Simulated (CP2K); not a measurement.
Consider 5-acetylpyrimidine at its PBE geometry (Å).

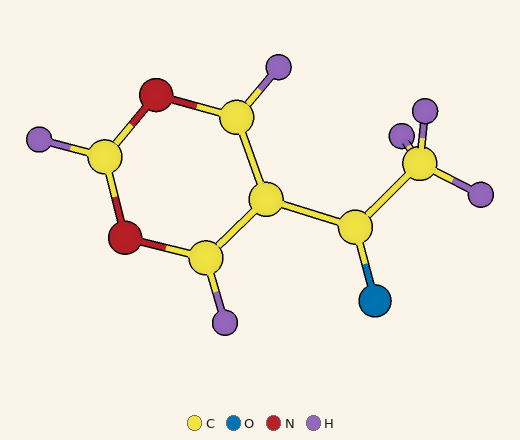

The molecule (carbon yellow, oxygen blue, nitrogen red, hydrogen purple).

```xyz
15

C    -2.3429   -0.6068    0.0829
C    -1.3647    0.4055   -0.4699
O    -1.7463    1.3453   -1.1658
C     0.0958    0.2509   -0.1592
C     1.0118    1.1905   -0.6597
N     2.3282    1.1197   -0.4243
C     2.7251    0.0788    0.3317
N     1.9554   -0.8808    0.8701
C     0.6408   -0.7824    0.6140
H    -2.3079   -0.6294    1.1820
H    -2.1006   -1.6199   -0.2703
H    -3.3516   -0.3377   -0.2449
H     0.6484    2.0221   -1.2669
H     3.7973    0.0075    0.5313
H     0.0113   -1.5631    1.0490
```

Method: CP2K XAS_TDP, all-electron GAPW, PBEh(45%), aug-cc-pVDZ, TDA, no relativity.

Q: Predict the bright core excitations at the O K edge.

Leading lines: O3 526.16 eV. The leading line of an atom is its first one with 35 % of the strongest within 2.5 eV of its lowest line over the strength cut. 

The first six lines of each atom with a strength over 0.0015:

| atom | energy (eV) | states | strength, one atom |
| --- | --- | --- | --- |
| O3 (bonded to C) | 526.16 | 1 | 0.0416 |
|  | 531.53 | 1 | 0.0026 |
|  | 534.22 | 1 | 0.0023 |
|  | 534.70 | 1 | 0.0017 |
|  | 534.93 | 1 | 0.0038 |
|  | 535.00 | 1 | 0.0050 |

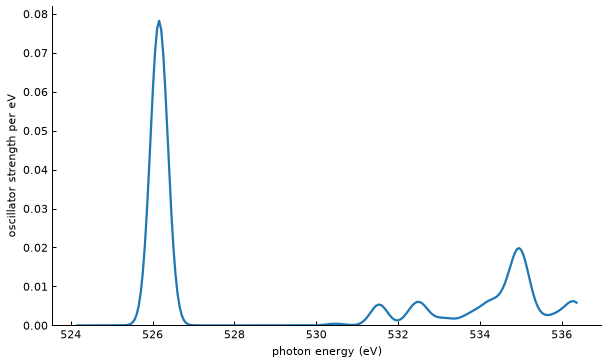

All atoms added, broadened by 0.5 eV.

Lines are vertical, at one geometry, with no vibrational structure. Without a correction of the core level, line positions, and the gaps between valence and Rydberg lines, follow the share of exact exchange. At this level such K lines come out 3 to 6 eV under measured ones. These values hold no scalar relativity, about 0.4 eV for O 1s. Rydberg lines, and the discretised continuum above threshold, depend on the basis and the box.

[Banner, clock and machine lines of the logs are left out without a mark of their own.]

[Logs are printed without paths, hosts, clocks, repeated set-up lines and the standing remarks that a program may print on its own settings, such as how far it seeks lower states.]

[Hosts, paths, dates, database ids (printed as entryN), source tags and the programs' standing remarks are cut or masked in the printed files.]
